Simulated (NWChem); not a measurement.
# HF/def2-SVP run of Si2H4ClF (SMILES F[SiH]([SiH3])Cl)

Aim: the vertical singlet–triplet gap of Si2H4ClF at HF/def2-SVP, from 2 runs. 

The calculation is run with NWChem 7.3.0.

## 1. The molecule

Si2H4ClF has 8 atoms, charge 0, and is taken as a singlet. As SMILES, `F[SiH]([SiH3])Cl`. The coordinates come from a PBE0-D4/def2-TZVP relaxation.

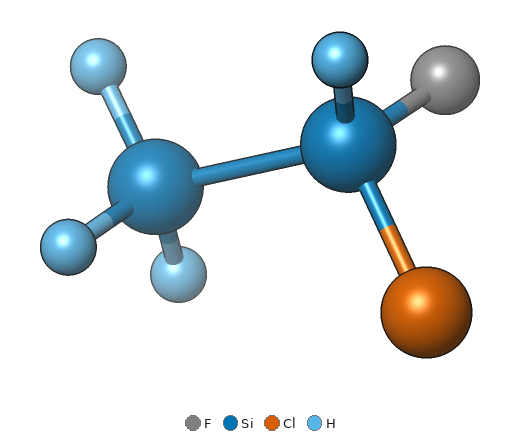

Viewed from a chosen angle; fluorine grey, silicon blue, chlorine orange, hydrogen blue.

## 2. Energy and forces at HF/def2-SVP

The input, mymol.xyz:

```xyz
8

F     -1.329000     1.796800     0.161200
Si    -0.382900     0.812800    -0.667700
Si     0.539000    -0.793000     0.761300
Cl    -1.534100    -0.130100    -2.075900
H      0.596600     1.655400    -1.392300
H      1.355700    -0.131100     1.812300
H      1.403500    -1.693800    -0.044400
H     -0.556600    -1.574100     1.389600
```

The input, run.py:

```python
from ase.io import read
from ase.calculators.nwchem import NWChem

atoms = read('mymol.xyz')

calc = NWChem(
    label='mymol',
    theory='scf',
    memory='2200 mb',
    basis='def2-SVP',
    basispar='spherical bse',
    scf={'nopen': '0', 'rhf': None, 'thresh': '1e-08', 'maxiter': '80'},
)
atoms.calc = calc

forces = atoms.get_forces()
print(f"energy = {atoms.get_potential_energy():.6f} eV")
print("forces (eV/A):")
for s, f in zip(atoms.symbols, forces):
    print(f"{s:2s} {f[0]:10.5f} {f[1]:10.5f} {f[2]:10.5f}")
print("dipole (e A):", atoms.get_dipole_moment().round(4))
```

Launch:

```bash
$ export ASE_NWCHEM_COMMAND="nwchem PREFIX.nwi > PREFIX.nwo"
$ python run.py
```

The program printed:

```text
energy = -30989.031885 eV
forces (eV/A):
F    -0.29383    0.27146    0.26020
Si    0.57274    0.15972   -0.29203
Si    0.10901   -0.17818    0.19247
Cl   -0.25135   -0.18255   -0.25130
H    -0.11292   -0.11976    0.14203
H    -0.04757   -0.04304   -0.06166
H    -0.04510    0.04592    0.04757
H     0.06901    0.04643   -0.03728
dipole (e A): [ 0.3651 -0.1156  0.0937]
```

The calculator wrote mymol.nwi:

```
title "mymol"

permanent_dir mymol

scratch_dir mymol

start mymol

geometry units angstrom nocenter noautosym noautoz
  F  -1.3290000000000000e+00 1.7968000000000000e+00 1.6120000000000001e-01
  Si -3.8290000000000002e-01 8.1279999999999997e-01 -6.6769999999999996e-01
  Si 5.3900000000000003e-01 -7.9300000000000004e-01 7.6129999999999998e-01
  Cl -1.5341000000000000e+00 -1.3009999999999999e-01 -2.0758999999999999e+00
  H  5.9660000000000002e-01 1.6554000000000000e+00 -1.3923000000000001e+00
  H  1.3556999999999999e+00 -1.3109999999999999e-01 1.8123000000000000e+00
  H  1.4035000000000000e+00 -1.6938000000000000e+00 -4.4400000000000002e-02
  H  -5.5659999999999998e-01 -1.5741000000000001e+00 1.3895999999999999e+00
end

memory 2200 mb

basis spherical bse noprint
   * library def2-SVP
end

scf
  nopen 0
  rhf
  thresh 1e-08
  maxiter 80
end

task scf gradient
```

mymol.nwo, cut to the lines that bear on the results:

```text
[...]
         Total SCF energy =  -1138.825925931240
      One-electron energy =  -2129.001282851335
      Two-electron energy =    713.970343418139
 Nuclear repulsion energy =    276.205013501955
[... 3 lines left out ...]
             Final eigenvalues
[... 43 lines left out ...]
                       ROHF Final Molecular Orbital Analysis
[...]
  wavefunction    =   RHF
                         RHF ENERGY GRADIENTS
    atom               coordinates                        gradient
                 x          y          z           x          y          z
   1 F      -2.511446   3.395460   0.304624    0.005714  -0.005279  -0.005060
   2 Si     -0.723576   1.535969  -1.261770   -0.011138  -0.003106   0.005679
   3 Si      1.018562  -1.498553   1.438648   -0.002120   0.003465  -0.003743
[... 4 lines of this table left out ...]
   8 H      -1.051821  -2.974618   2.625963   -0.001342  -0.000903   0.000725
[...]
```

Wall time 11 s (1 thread of Intel Xeon Platinum 8488C (Sapphire Rapids), shared host); peak memory 0.1 GiB.

## 3. The triplet: the energy at UHF/def2-SVP

The input, test.nw:

```
start test
memory stack 880 mb heap 220 mb global 1100 mb

geometry units angstroms noautosym nocenter noautoz
F     -1.329000     1.796800     0.161200
Si    -0.382900     0.812800    -0.667700
Si     0.539000    -0.793000     0.761300
Cl    -1.534100    -0.130100    -2.075900
H      0.596600     1.655400    -1.392300
H      1.355700    -0.131100     1.812300
H      1.403500    -1.693800    -0.044400
H     -0.556600    -1.574100     1.389600
end

basis spherical bse
* library def2-SVP
end

scf
triplet
uhf
thresh 1e-08
maxiter 80
end

task scf
```

Launch:

```bash
$ nwchem test.nw > test.out
```

The program printed:

```text
[...]
  functions       =    88
[...]
  wavefunction    = UHF
[...]
         Total SCF energy =  -1138.587950081411
      One electron energy =  -2127.811308148457
      Two electron energy =    713.018344565090
 Nuclear repulsion energy =    276.205013501955
                       Sz =      1.0000
                 Sz(Sz+1) =      2.0000
                      S^2 =      2.0091
[...]
```

It took 26 s on 1 thread of Intel Xeon Platinum 8488C (Sapphire Rapids), shared host; peak memory 0.099 GiB.

## 4. What came out

Level: HF/def2-SVP.

| quantity | value |
| --- | --- |
| singlet: total energy | -1138.82593 Eh |
| singlet: dipole moment | 1.89 D |
| singlet: HOMO energy | -11.31 eV |
| singlet: LUMO energy | 3.11 eV |
| singlet: HOMO–LUMO gap | 14.42 eV |
| singlet: largest force on an atom | 0.662 eV/Å |
| triplet: total energy | -1138.58795 Eh |
| triplet: dipole moment | 2.28 D |
| triplet: HOMO energy (highest over α and β) | -4.68 eV |
| triplet: LUMO energy (lowest over α and β) | -2.73 eV |
| triplet: ⟨S²⟩ | 2.009 |
| vertical energy of the triplet above the singlet | 6.476 eV |

**Reading.** At this shape the triplet lies 6.48 eV (625 kJ/mol) above the singlet. The largest force (singlet) is 0.66 eV/Å: the shape isn't a stationary point for this species at this level. Mulliken charges (singlet) run from -0.46 on F1 to +0.94 on Si2; they depend strongly on the basis. Mulliken charges (triplet) run from -0.41 on F1 to +0.71 on Si2.
